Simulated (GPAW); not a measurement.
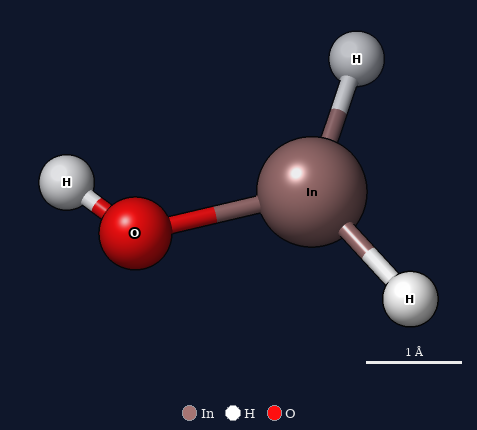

The structure as given in the input (ball-and-stick view, seen at a tilt). Sticks mark near contacts. Bond lengths as drawn: H–In 1.69 to 1.70 Å, H–O 0.96 Å and In–O 1.93 Å.

Run report: InH$_{3}$O, excited-state calculation

- system: InH$_{3}$O (InH2(OH))
- method: RT-TDDFT (revPBE)/dzp, scalar-relativistic datasets (GPAW 26.7.0)

The geometry comes from this level: GFN2-xTB.

### Input (rt.py)
```python
import numpy as np
from ase.io.zmatrix import parse_zmatrix
from gpaw import GPAW
from gpaw.lcaotddft import LCAOTDDFT
from gpaw.lcaotddft.dipolemomentwriter import DipoleMomentWriter
from gpaw.tddft.spectrum import photoabsorption_spectrum

# Structure
zmat = """
In
H 1 r2
H 1 r3 2 a3
O 1 r4 2 a4 3 d4
H 4 r5 1 a5 2 d5
"""
values = dict(r2=1.68543, r3=1.704231, a3=125.94547, r4=1.926066, a4=112.59042, d4=-179.45921, r5=0.955864, a5=123.83204, d5=179.18352)
system = parse_zmatrix(zmat, defs=values)
system.center(vacuum=5.0)

# Calculator
calc = GPAW(mode='lcao',
            basis='dzp',
            h=0.3,
            xc='revPBE',
            occupations={'name': 'fermi-dirac', 'width': 0.02},
            convergence={'density': 1e-08},
            maxiter=200,
            symmetry='off',
            legacy_gpaw=True,
            txt='-')
system.calc = calc
system.get_potential_energy()
calc.write('gs.gpw', mode='all')

# Time propagation after a weak kick
td = LCAOTDDFT('gs.gpw', txt='td.txt')
DipoleMomentWriter(td, 'dm.dat')
td.absorption_kick([1e-05, 0.0, 0.0])
td.propagate(20, 600)
photoabsorption_spectrum('dm.dat', 'spec.dat', width=0.2, e_max=15, delta_e=0.1)
spec = np.loadtxt('spec.dat')
w, strength = spec[:, 0], spec[:, 1]
for i in range(1, len(w) - 1):
    if strength[i] > max(strength[i - 1], strength[i + 1], 0.02 * strength.max()):
        print(f'peak at {w[i]:6.2f} eV, S = {strength[i]:.4f} / eV')
```

Hardware: 1 thread of Arm Neoverse V2, 24 GiB of memory available, shared host.

Command:
```bash
python rt.py
```

### Output
```
___ ___ ___ _ _ _
 |   |   |_  | | | |
 | | | | | . | | | |
 |__ |  _|___|_____|  26.7.0
 |___|_|

units:  Angstrom and eV
cores:  1
OpenMP: False

Versions:
  Python: 3.12.14
  ASE:    3.29.0
  Numpy:  2.5.5
  Scipy:  1.18.1
  Libxc:  7.0.0

        _gpaw.cpython-312-aarch64-linux-gnu.so

Input parameters:
  basis: dzp
  convergence: {density: 1e-08}
  h: 0.3
  maxiter: 200
  mode: lcao
  occupations: {name: fermi-dirac,
                width: 0.02}
  symmetry: off
  xc: revPBE

System changes: positions, numbers, cell, pbc, initial_charges, initial_magmoms

Initialize ...

species:
  In:
    name:    Indium
    Z:       49.0
    valence: 13
    core:    36
    charge:  0.0  # [|e|]
    file:    In.revPBE.gz
    compensation charges:
      type: gauss
      rc: 0.36  # [Å]
      lmax: 2
    cutoffs:
      filter: 2.09  # [Å]
      core: 2.48  # [Å]
    projectors
    | kind |    occ | energy [eV] | rcut [Å] |
    |------|--------|-------------|----------|
    |   5s |  2.000 |      -8.129 |    1.185 |
    |   5p |  1.000 |      -2.456 |    1.244 |
    |   4d | 10.000 |     -18.611 |    1.148 |
    |    s |        |      19.083 |    1.185 |
    |    p |        |      24.755 |    1.244 |
    |    d |        |       8.601 |    1.148 |

    LCAO basis set for In:
      Name: dzp
      File: In.dzp.basis.gz
      Number of radial functions: 7
      Number of spherical harmonics: 23
        l=0, rc=7.7188 Bohr: 5s-sz confined orbital
        l=1, rc=10.7500 Bohr: 5p-sz confined orbital
        l=2, rc=4.4219 Bohr: 4d-sz confined orbital
        l=0, rc=4.5312 Bohr: 5s-dz split-valence wave
        l=1, rc=6.4688 Bohr: 5p-dz split-valence wave
        l=2, rc=2.7344 Bohr: 4d-dz split-valence wave
        l=2, rc=10.7500 Bohr: d-type Gaussian polarization
      Number of RI-basis functions 0

  H:
    name:    Hydrogen
    Z:       1.0
    valence: 1
    core:    0
    charge:  0.0  # [|e|]
    file:    H.revPBE.gz
    compensation charges:
      type: gauss
      rc: 0.15  # [Å]
      lmax: 2
    cutoffs:
      filter: 0.85  # [Å]
      core: 0.53  # [Å]
    projectors
    | kind |    occ | energy [eV] | rcut [Å] |
    |------|--------|-------------|----------|
    |   1s |  1.000 |      -6.547 |    0.476 |
    |    s |        |      20.664 |    0.476 |
    |    p |        |       0.000 |    0.476 |

    LCAO basis set for H:
      Name: dzp
      File: H.dzp.basis.gz
      Number of radial functions: 3
      Number of spherical harmonics: 5
        l=0, rc=6.4219 Bohr: 1s-sz confined orbital
        l=0, rc=3.6094 Bohr: 1s-dz split-valence wave
        l=1, rc=6.4219 Bohr: p-type Gaussian polarization
      Number of RI-basis functions 0

  O:
    name:    Oxygen
    Z:       8.0
    valence: 6
    core:    2
    charge:  0.0  # [|e|]
    file:    O.revPBE.gz
    compensation charges:
      type: gauss
      rc: 0.21  # [Å]
      lmax: 2
    cutoffs:
      filter: 1.17  # [Å]
      core: 0.83  # [Å]
    projectors
    | kind |    occ | energy [eV] | rcut [Å] |
    |------|--------|-------------|----------|
    |   2s |  2.000 |     -23.998 |    0.688 |
    |   2p |  4.000 |      -8.969 |    0.598 |
    |    s |        |       3.214 |    0.688 |
    |    p |        |      18.243 |    0.598 |
    |    d |        |       0.000 |    0.619 |

    LCAO basis set for O:
      Name: dzp
      File: O.dzp.basis.gz
      Number of radial functions: 5
      Number of spherical harmonics: 13
        l=0, rc=4.3438 Bohr: 2s-sz confined orbital
        l=1, rc=5.3906 Bohr: 2p-sz confined orbital
        l=0, rc=2.2969 Bohr: 2s-dz split-valence wave
        l=1, rc=2.8906 Bohr: 2p-dz split-valence wave
        l=2, rc=5.3906 Bohr: d-type Gaussian polarization
      Number of RI-basis functions 0

Reference energy: -162062.119429  # eV

Spin-paired calculation

Convergence criteria:
 Maximum [total energy] change in last 3 cyles: 0.0005 eV / valence electron
 Maximum integral of absolute [dens]ity change: 1e-08 electrons / valence electron
 Maximum integral of absolute [eigenst]ate change: 4e-08 eV^2 / valence electron
 Maximum number of scf [iter]ations: 200
 (Square brackets indicate name in SCF output, whereas a 'c' in
 the SCF output indicates the quantity has converged.)

Symmetries present (total): 1

  ( 1  0  0)
  ( 0  1  0)
  ( 0  0  1)

1 k-point (Gamma)
1 k-point in the irreducible part of the Brillouin zone
       k-points in crystal coordinates                weights
   0:     0.00000000    0.00000000    0.00000000          1/1

Wave functions: LCAO
  Diagonalizer: Serial LAPACK
  Atomic Correction: dense with blas
  Data-type: float

Occupation numbers: Fermi-Dirac:
  width: 0.0200  # eV

Eigensolver
   LCAO using direct dense diagonalizer

Densities:
  Coarse grid: 44*44*32 grid
  Fine grid: 88*88*64 grid
  Total Charge: 0.000000

Density mixing:
  Method: separate
  Backend: msr1
  Linear mixing parameter: 0.05
  old densities: 10
  Width of damping distribution: 1.1
  Damping of long wavelength oscillations: 1  # (no daming)

Hamiltonian:
  XC and Coulomb potentials evaluated on a 88*88*64 grid
  Using the revPBE Exchange-Correlation functional
  Interpolation: tri-quintic (5. degree polynomial)
  Poisson solver: FastPoissonSolver using
    Stencil: 6*3+1=19 point O(h^6) finite-difference Laplacian
    FFT axes: []
    FST axes: [np.int64(2), np.int64(0), np.int64(1)]

XC parameters: revPBE with 2 nearest neighbor stencil

Memory estimate:
  Process memory now: 167.59 MiB
  Calculator: 32.79 MiB
    Density: 22.19 MiB
      Arrays: 11.79 MiB
      Localized functions: 1.66 MiB
      Mixer: 8.75 MiB
    Hamiltonian: 7.82 MiB
      Arrays: 7.71 MiB
      XC: 0.00 MiB
      Poisson: 0.00 MiB
      vbar: 0.11 MiB
    Wavefunctions: 2.77 MiB
      C [qnM]: 0.01 MiB
      S, T [2 x qmm]: 0.04 MiB
      P [aqMi]: 0.00 MiB
      BasisFunctions: 2.72 MiB
      Eigensolver: 0.00 MiB

Total number of cores used: 1

Number of atoms: 5
Number of atomic orbitals: 51
Number of bands in calculation: 16
Number of valence electrons: 22
Bands to converge: occupied

... initialized

Initializing position-dependent things.

Density initialized from atomic densities
         .--------------------------------.
        /|                                |
       / |                                |
      /  |                                |
     /   |                                |
    /    |                                |
   /     |                                |
  /      |                                |
 *       |                                |
 |       |          H                     |
 |       |            In  H               |
 |       |      H  O                      |
 |       .--------------------------------.
 |      /                                /
 |     /                                /
 |    /                                /
 |   /                                /
 |  /                                /
 | /                                /
 |/                                /
 *--------------------------------*

Atomic positions and initial magnetic moments

Positions:
   0 In     6.677331    6.964467    5.000000    ( 0.0000,  0.0000,  0.0000)
   1 H      8.362761    6.964467    5.000000    ( 0.0000,  0.0000,  0.0000)
   2 H      5.676922    8.344171    5.000000    ( 0.0000,  0.0000,  0.0000)
   3 O      5.937450    5.186259    5.016784    ( 0.0000,  0.0000,  0.0000)
   4 H      5.000000    5.000000    5.029857    ( 0.0000,  0.0000,  0.0000)

Unit cell:
           periodic     x           y           z      points  spacing
  1. axis:    no    13.362761    0.000000    0.000000    44     0.3037
  2. axis:    no     0.000000   13.344171    0.000000    44     0.3033
  3. axis:    no     0.000000    0.000000   10.029857    32     0.3134

  Lengths:  13.362761  13.344171  10.029857
  Angles:   90.000000  90.000000  90.000000

Effective grid spacing dv^(1/3) = 0.3068

iter:   1 00:00:01   -15.762332        c
iter:   2 00:00:01   -15.244667        c -0.88
iter:   3 00:00:01   -13.539258        c -0.91
iter:   4 00:00:01   -13.492606        c -1.44
iter:   5 00:00:01   -13.468210        c -1.71
iter:   6 00:00:01   -13.465824        c -2.23
iter:   7 00:00:02   -13.464940c       c -2.70
iter:   8 00:00:02   -13.464891c       c -3.16
iter:   9 00:00:02   -13.464887c       c -4.07
iter:  10 00:00:02   -13.464886c       c -4.40
iter:  11 00:00:02   -13.464886c       c -5.11
iter:  12 00:00:02   -13.464886c       c -5.88
iter:  13 00:00:03   -13.464886c       c -6.16
iter:  14 00:00:03   -13.464886c       c -6.86
iter:  15 00:00:03   -13.464886c       c -7.38
iter:  16 00:00:03   -13.464886c       c -8.06c

Converged after 16 iterations.

Dipole moment: (-0.178938, 0.171830, -0.001184) |e|*Ang

Energy contributions relative to reference atoms: (reference = -162062.119429)

Kinetic:        +27.030650
Potential:      -22.878280
External:        +0.000000
XC:             -17.997583
Entropy (-ST):   -0.000000
Local:           +0.380326
SIC:             +0.000000
--------------------------
Free energy:    -13.464886
Extrapolated:   -13.464886

 Band  Eigenvalues  Occupancy
    0    -23.77978    2.00000
    1    -18.93823    2.00000
    2    -18.76188    2.00000
    3    -18.74045    2.00000
    4    -18.72284    2.00000
    5    -18.51846    2.00000
    6    -11.55564    2.00000
    7     -9.27485    2.00000
    8     -7.31958    2.00000
    9     -6.61795    2.00000
   10     -6.49773    2.00000
   11     -1.79849    0.00000
   12     -0.50583    0.00000
   13      0.88810    0.00000
   14      2.78837    0.00000
   15      3.34054    0.00000

Fermi level: -5.21481

Gap: 4.699 eV
Transition (v -> c):
  (s=0, k=0, n=10, [0.00, 0.00, 0.00]) -> (s=0, k=0, n=11, [0.00, 0.00, 0.00])
No difference between direct/indirect transitions
Writing to gs.gpw (mode='all')

Calculating photoabsorption spectrum from file "dm.dat"
Sinc contamination 0.001297209297314963
Sinc contamination 0.00129721
Calculated photoabsorption spectrum saved to file "spec.dat"
peak at   5.50 eV, S = 0.0733 / eV
peak at   7.80 eV, S = 0.3474 / eV
peak at   9.20 eV, S = 2.4635 / eV
peak at  11.00 eV, S = 0.9022 / eV
peak at  12.20 eV, S = 1.6008 / eV
peak at  13.90 eV, S = 0.5306 / eV
peak at  14.30 eV, S = 0.5525 / eV
```

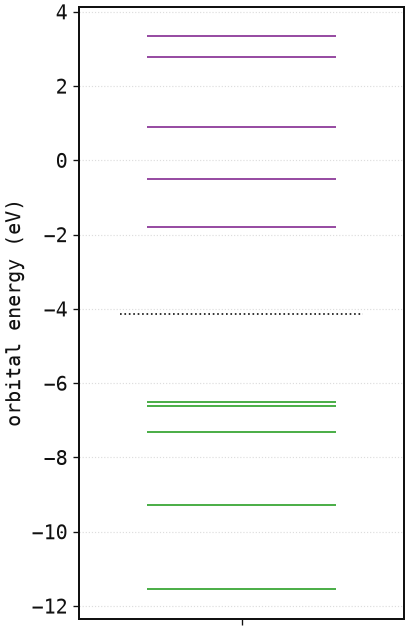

Orbital energies near the frontier; the dotted line parts filled from empty levels, and levels within 0.02 eV of each other stand side by side. Highest filled −6.50 eV, lowest empty −1.80 eV, 4.70 eV apart.

### Summary

| quantity | value |
| --- | --- |
| outcome | converged |
| energy relative to the program's reference atoms | −13.4649 eV |
| basis functions | 51 |
| HOMO | −6.50 eV |
| LUMO | −1.80 eV |
| dipole moment | 1.19 D |
| wall time | 3.1 min |
| peak memory | 0.24 GiB |

On so coarse a grid the energy depends on the position of the molecule, which gives spurious forces.
